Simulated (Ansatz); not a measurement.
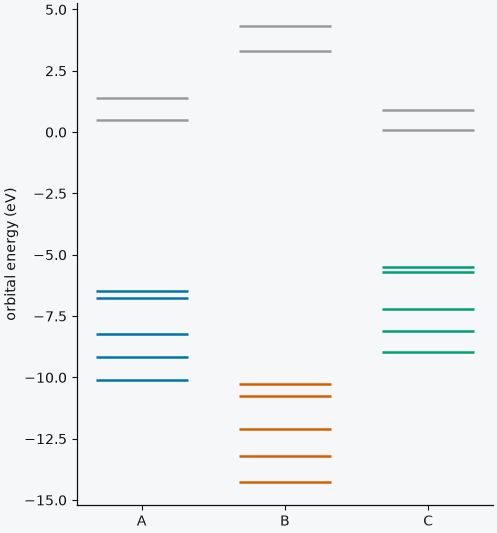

Frontier orbital energies of C₂H₁₀N₂Si, SMILES C[Si](C)(N)N at one geometry, def2-TZVPP, the Ansatz code 0.2.0, at a PBE0-D4/def2-TZVP geometry (a minimum by its frequencies). Empty levels are grey, levels within 0.1 eV stand side by side; all columns show the same few orbitals around the gap.

> The columns come from HF, HSE06 and PBE. Which is which?

A: HSE06 (HOMO −6.47, LUMO 0.49, separation 6.97 eV)
B: HF (HOMO −10.29, LUMO 3.30, separation 13.59 eV)
C: PBE (HOMO −5.48, LUMO 0.07, separation 5.56 eV)

Limits of at least one run: empty levels above zero depend strongly on the basis.
